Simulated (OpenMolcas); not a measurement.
# Run report: CH6Ge, energy and gradient calculation (part 1 of 2)

- system: CH6Ge
- method: M06-2X/def2-SVPD, RKS (OpenMolcas 26.06)

The geometry comes from this level: PBE0-D4/def2-TZVP.

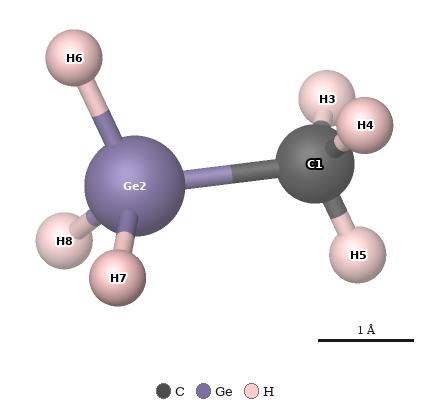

**Figure 1.** The structure (ball-and-stick view, seen at a tilt; atoms are numbered from 1 in the order of the input). Sticks mark near contacts.

## The input
```
* CH6Ge Kohn-Sham DFT

&gateway
  baslib = $CurrDir
  basisset
  C.def2-SVPD....
  C1 -0.310900 0.190300 -0.971400 angstrom
  End of Basis
  basisset
  Ge.def2-SVPD....
  Ge2 0.296900 -0.181900 0.846700 angstrom
  End of Basis
  basisset
  H.def2-SVPD....
  H3 -1.380100 0.404200 -0.976500 angstrom
  H4 0.218800 1.052200 -1.378400 angstrom
  H5 -0.124600 -0.669400 -1.616000 angstrom
  H6 0.030700 1.028200 1.760100 angstrom
  H7 1.807100 -0.479600 0.857700 angstrom
  H8 -0.445700 -1.401200 1.422100 angstrom
  End of Basis

&seward
  gridinput
  Grid=UltraFine
  End of Grid

&scf
  ksdft = M062X
  thresholds = 1e-10 1e-07 1e-07 1e-05
  prorbitals = 1 1

&alaska
```

Hardware: 1 thread of Intel Xeon (Sapphire Rapids), 16 GiB of memory available, shared host.

Command:
```bash
export MOLCAS_MEM=1860
pymolcas mol.input > mol.log
```

## Log
```
--- Start Module: gateway ---

                                              &GATEWAY

                       available to each process: 1.9 GB of memory, 1 thread

 Basis Set     1 Label: C.DEF2-SVPD....
 Basis set is read from library:.
 basistype.tbl is not found

 Basis Set     2 Label: GE.DEF2-SVPD....
 Basis set is read from library:.
 basistype.tbl is not found

 Basis Set     3 Label: H.DEF2-SVPD....
 Basis set is read from library:.
 basistype.tbl is not found

++    Symmetry information:
      ---------------------

                    Character Table for C1

                             E
                    a        1  x, y, xy, Rz, z, xz, Ry, yz, Rx, I
--

++    Basis set information:
      ----------------------

      Basis set label: C.DEF2-SVPD.........

      Electronic valence basis set:
      ------------------
      Associated Effective Charge   6.000000 au
      Associated Actual Charge      6.000000 au
      Nuclear Model: Point charge

      Shell  nPrim  nBasis  Cartesian Spherical Contaminant
         s       8       4        X
         p       4       2        X
         d       2       2                 X

      Basis set label: GE.DEF2-SVPD.........

      Electronic valence basis set:
      ------------------
      Associated Effective Charge  32.000000 au
      Associated Actual Charge     32.000000 au
      Nuclear Model: Point charge

      Shell  nPrim  nBasis  Cartesian Spherical Contaminant
         s      15       6        X
         p      10       4        X
         d       7       4                 X

      Basis set label: H.DEF2-SVPD.........

      Electronic valence basis set:
      ------------------
      Associated Effective Charge   1.000000 au
      Associated Actual Charge      1.000000 au
      Nuclear Model: Point charge

      Shell  nPrim  nBasis  Cartesian Spherical Contaminant
         s       4       2        X
         p       2       2        X
--

++    Molecular structure info:
      -------------------------

                    ************************************************
                    **** Cartesian Coordinates / bohr, angstrom ****
                    ************************************************

     Center  Label                x              y              z                     x              y              z
        1      C1              -0.587516       0.359615      -1.835680             -0.310900       0.190300      -0.971400
        2      GE2              0.561060      -0.343741       1.600031              0.296900      -0.181900       0.846700
        3      H3              -2.608011       0.763827      -1.845318             -1.380100       0.404200      -0.976500
        4      H4               0.413472       1.988370      -2.604798              0.218800       1.052200      -1.378400
        5      H5              -0.235460      -1.264983      -3.053797             -0.124600      -0.669400      -1.616000
        6      H6               0.058015       1.943016       3.326107              0.030700       1.028200       1.760100
        7      H7               3.414924      -0.906313       1.620818              1.807100      -0.479600       0.857700
        8      H8              -0.842251      -2.647884       2.687380             -0.445700      -1.401200       1.422100

                    ***************************************
                    *    InterNuclear Distances / bohr    *
                    ***************************************

               1 C1            2 GE2           3 H3            4 H4            5 H5            6 H6
    1 C1       0.000000
    2 GE2      3.690264        0.000000
    3 H3       2.060554        4.810420        0.000000
    4 H4       2.060670        4.810521        3.347488        0.000000
    5 H5       2.060842        4.810535        3.347461        3.347688        0.000000
    6 H6       5.437639        2.908892        5.936481        5.941721        7.147067        0.000000
    7 H7       5.437782        2.908859        7.146972        5.936644        5.941883        4.721814
    8 H8       5.437647        2.908725        5.941635        7.146946        5.936474        4.721739

               7 H7            8 H8
    7 H7       0.000000
    8 H8       4.721670        0.000000

                    *******************************************
                    *    InterNuclear Distances / angstrom    *
                    *******************************************

               1 C1            2 GE2           3 H3            4 H4            5 H5            6 H6
    1 C1       0.000000
    2 GE2      1.952803        0.000000
    3 H3       1.090398        2.545565        0.000000
    4 H4       1.090460        2.545618        1.771414        0.000000
    5 H5       1.090551        2.545626        1.771400        1.771520        0.000000
    6 H6       2.877474        1.539319        3.141451        3.144223        3.782065        0.000000
    7 H7       2.877550        1.539302        3.782015        3.141536        3.144309        2.498676
    8 H8       2.877479        1.539231        3.144178        3.782001        3.141447        2.498637

               7 H7            8 H8
    7 H7       0.000000
    8 H8       2.498600        0.000000

                    **************************************
                    *    Valence Bond Angles / degree    *
                    **************************************
                          Atom centers                 Phi
                      3 H3       1 C1       4 H4       108.63
                      3 H3       1 C1       5 H5       108.63
                      4 H4       1 C1       5 H5       108.63
                      6 H6       2 GE2      7 H7       108.51
                      6 H6       2 GE2      8 H8       108.51
                      7 H7       2 GE2      8 H8       108.51
--

            Nuclear Potential Energy            119.99490693 au

--- Stop Module: gateway /rc=_RC_ALL_IS_WELL_ ---

--- Start Module: seward ---

                                              &SEWARD

                       available to each process: 1.9 GB of memory, 1 thread

               SEWARD will generate:
                  Multipole Moment integrals up to order  2
                  Kinetic Energy integrals
                  Nuclear Attraction integrals (point charge)
                  One-Electron Hamiltonian integrals
                  Velocity integrals
                  Orbital angular momentum around (  0.3765  -0.2307   1.0480 )
                  Velocity quadrupole around (  0.3765  -0.2307   1.0480 )
                  Two-Electron Repulsion integrals

                   Integrals are discarded if absolute value <: 1.00E-14
                   Integral cutoff threshold is set to       <: 1.00E-16

            Nuclear Potential Energy            119.99490693 au

      Basis set specifications :
      Symmetry species         a
      Basis functions          106

--- Stop Module: seward /rc=_RC_ALL_IS_WELL_ ---
--- Module seward spent 3 seconds ---

--- Start Module: scf ---

                                                &SCF

                       available to each process: 1.9 GB of memory, 1 thread

 ###############################################################################
 ###     Minimized-density-differences option turned off!                    ###
 ###############################################################################
++    Input section:
      --------------

      Header of the integral files:

      Cartesian coordinates in angstrom:
      -----------------------------------------------------
      No.  Label        X            Y            Z
      -----------------------------------------------------
       1   C1        -0.31090000   0.19030000  -0.97140000
       2   GE2        0.29690000  -0.18190000   0.84670000
       3   H3        -1.38010000   0.40420000  -0.97650000
       4   H4         0.21880000   1.05220000  -1.37840000
       5   H5        -0.12460000  -0.66940000  -1.61600000
       6   H6         0.03070000   1.02820000   1.76010000
       7   H7         1.80710000  -0.47960000   0.85770000
       8   H8        -0.44570000  -1.40120000   1.42210000
      -----------------------------------------------------
      Nuclear repulsion energy =  119.99490693
--

++    Orbital specifications:
      -----------------------

      Symmetry species               1
                                     a
      Frozen orbitals                0
      Occupied orbitals             22
      Secondary orbitals            84
      Deleted orbitals               0
      Total number of orbitals     106
      Number of basis functions    106
--

      Molecular charge                           0.000

      Numerical integration parameters
      --------------------------------
      Radial quadrature type:                         MHL
      Size of radial grid:                            99
      Lebedev angular grid:                           41
      Angular grid pruned with the crowding factor:  1.00E+10
                                 and fading factor:  1.00E+01
      Screening threshold for integral computation:   1.00E-11
      Radial quadrature accuracy:                     1.00E-25
      Maximum batch size:                             128
      AO values are stored on disk
      The same grid will be used for all iterations.

      DFT functional specifications
      -----------------------------
      Using Libxc version: 6.2.2
      Please cite the following reference:
      S. Lehtola, C. Steigemann, M. J.T. Oliveira, and M. A.L. Marques.,  SoftwareX 7, 1–5 (2018) doi:10.1016/j.softx.2017.11.002

      * Minnesota M06-2X hybrid exchange functional
        - Y. Zhao and D. G. Truhlar.,  Theor. Chem. Acc. 120, 215 (2008) doi:10.1007/s00214-007-0310-x
      * Minnesota M06-2X correlation functional
        - Y. Zhao and D. G. Truhlar.,  Theor. Chem. Acc. 120, 215 (2008) doi:10.1007/s00214-007-0310-x

++    Optimization specifications:
      ----------------------------

      SCF Algorithm: Conventional
      D(i)-D(i-1) density differences are used
      Number of density matrices in core                 5
      Maximum number of NDDO SCF iterations            400
      Maximum number of HF SCF iterations              400
      Threshold for SCF energy change             1.00E-10
      Threshold for density matrix                1.00E-07
      Threshold for Fock matrix                   1.00E-07
      Threshold for linear dependence             1.00E-09
      Threshold at which DIIS is turned on        1.50E-01
      Maximum depth in the DIIS procedure                5
      Maximum depth in the BFGS Hessian update          30
      Threshold at which QNR/C2DIIS is turned on  7.50E-02
      Threshold for Norm(delta) (QNR/C2DIIS)      1.00E-05
      All orbitals punched on: SCFORB
--

      Input vectors read from INPORB
      Orbital file label: *Guess orbitals

++ Convergence information
                                   M062X      iterations: Energy and convergence statistics
```
